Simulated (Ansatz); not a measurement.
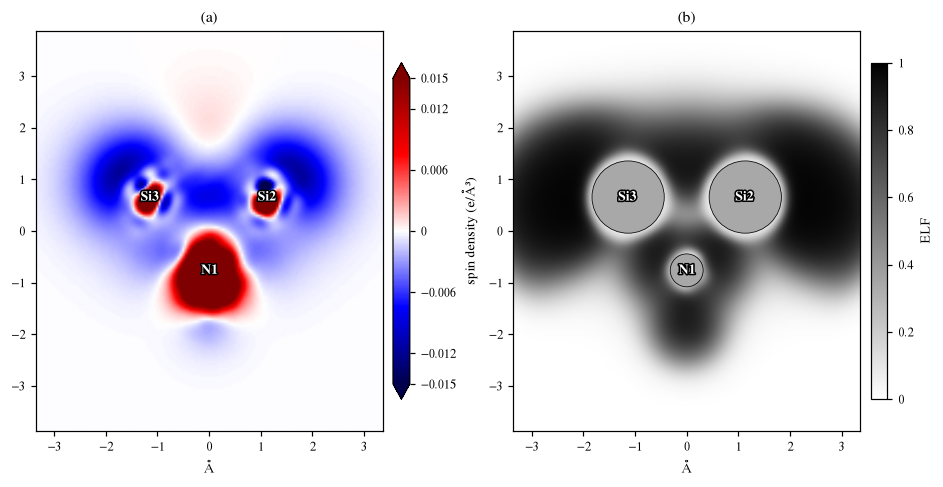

*HNSi$_{2}$ (SMILES N1[Si]=[Si-]1) (charge −1, doublet). (a) spin density; (b) ELF on the plane of atoms N1, Si3 and Si2. Grey discs cover the atomic cores in the ELF map.*

Geometry: PBE0-D3(BJ)/def2-SVPD; the highest occupied orbital lies above zero, a sign that basis and functional describe the outermost electron poorly.

Theory: isolated molecule in a Gaussian basis; Kohn-Sham density functional theory, functional PBE0 in Ansatz.

Q: Interpret the plot.

A:
- The plane passes through N and Si nuclei.
- Si–N (1.82 Å): the ELF peaks at about 0.85 between the atoms; a polar covalent bond.
- Si–Si (2.27 Å): the ELF peaks at about 0.65 between the atoms.
- The ELF also peaks beside Si3 and Si2, away from the bonds: non-bonding electrons, paired or unpaired.
- The unpaired spin (1 electron) lies mostly on Si2 (about 0.4), Si3 (about 0.4) and N1 (about 0.2), in electrons by Hirshfeld's partition.
